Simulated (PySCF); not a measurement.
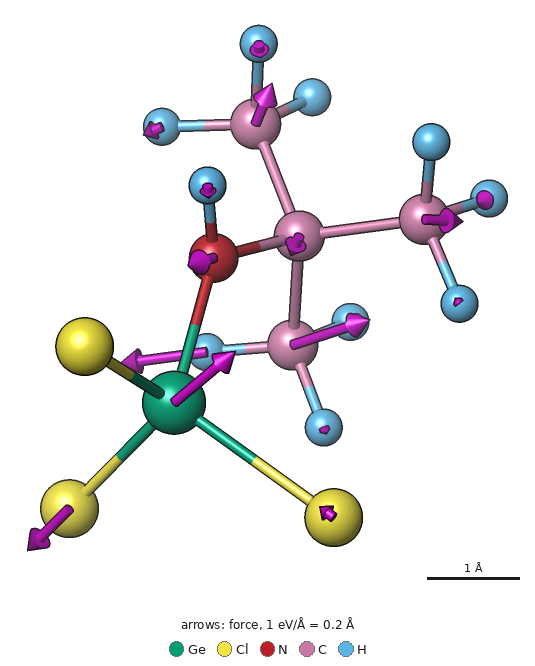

Starting geometry of C4H10Cl3GeN with the computed forces as purple arrows. A ball-and-stick model, seen from a free direction.

The start comes from GFN2-xTB. Its atoms were then displaced at random by about 0.03 Å.

All numbers below come from PySCF 2.14.0, density-fitted response routines, PBE0-D3(BJ)/def2-SVP geometry optimisation, gas phase. 

Question: What follows when this structure is relaxed?

Answer: It isn't relaxed: the largest force vector, on a C atom, is 5.44 eV/Å. The final displacements follow the starting forces only in part (cosine between the two patterns 0.42). The atom that moves furthest after the best rigid fit is a Cl atom (0.20 Å). By element the largest moves are Cl 0.20 Å, H 0.11 Å, N 0.07 Å, C 0.07 Å, Ge 0.06 Å. Among the contacts that change: Cl–Ge 1.975 → 2.137 Å, C–H 0.989 → 1.100 Å, Cl–Ge 2.239 → 2.153 Å, Ge–N 1.848 → 1.790 Å. Among the angles between lasting bonds that change: H–C–H 103.2° → 108.2°, H–C–H 111.7° → 107.1°, Cl–Ge–Cl 112.3° → 108.1°. After 9 geometry steps the energy has fallen by 0.914 eV. The run took 2.5 min on 2 threads of AMD EPYC 7B13, on a shared host.
